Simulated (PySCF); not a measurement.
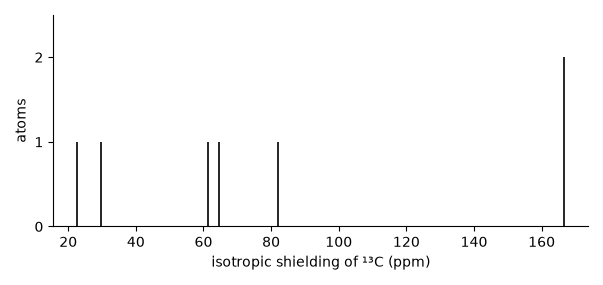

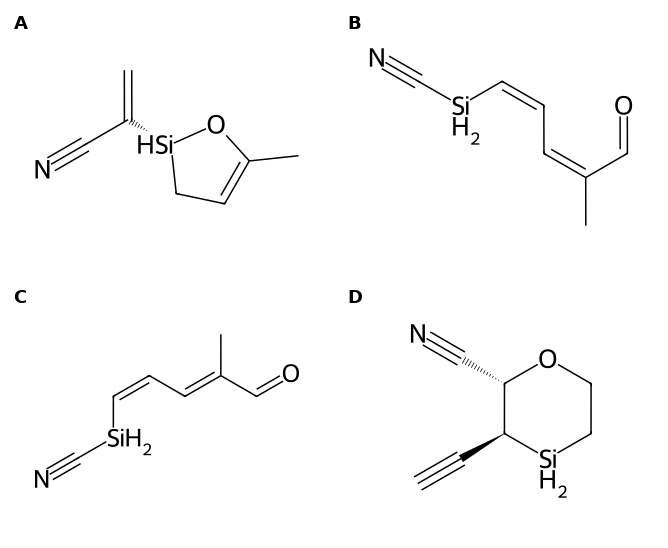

The sticks are computed shieldings of one of the molecules, for one fixed geometry (GFN2-xTB) without averaging over rotations. Low shielding means a high chemical shift. Method: GIAO PBE0/pcSseg-1 NMR shielding, non-relativistic, gas phase (PySCF 2.14.0).

Match the spectrum to a structure.

Answer. A, `C=C(C#N)[Si@H]1CC=C(C)O1`. Its 7 C atoms give lines at 22.7, 29.6, 61.3, 64.4, 82.1, 166.6 (2 atoms) ppm.

The geometry is semi-empirical. Around Si such bond lengths and angles can be off by a tenth of an ångström or more and by several degrees, and values that hang on the shape move with them.
